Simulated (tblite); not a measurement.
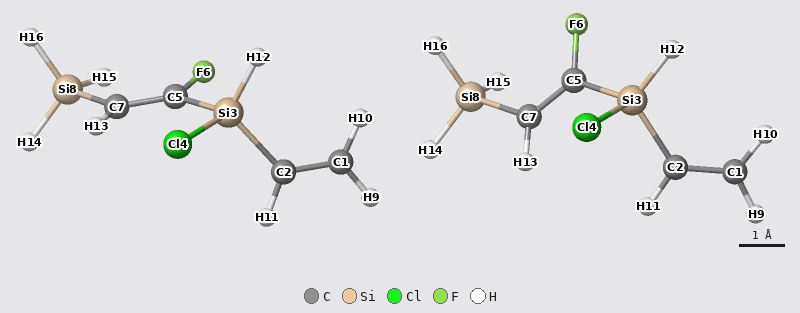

Two geometries of C4H8ClFSi2, drawn at one scale. One is the start of a relaxation, the other its converged end. Style: ball-and-stick. Shown at a tilt.

All numbers below come from tblite, GFN2-xTB geometry optimisation, gas phase. 

> Which of the two is the end point?

The left one is the relaxed one. Over 155 geometry steps the energy falls by 0.263 eV. The largest move after the best rigid fit is that of F6, 1.39 Å. Largest moves by element: F 1.39 Å, H 1.26 Å, Cl 0.43 Å, C 0.42 Å, Si 0.32 Å. Near-neighbour distances that change, for instance: Si3–C5 1.833 → 1.903 Å, C2–Si3 1.833 → 1.883 Å, C7–Si8 1.836 → 1.887 Å, Si3–Cl4 2.062 → 2.026 Å. Bond angles that change, for instance: C2–Si3–Cl4 102.5° → 109.2°, C5–C7–H13 121.1° → 115.7°, C2–Si3–C5 114.2° → 109.1°. Groups turn about Si3–C5 by about 55°, C7–Si8 by about 45°.
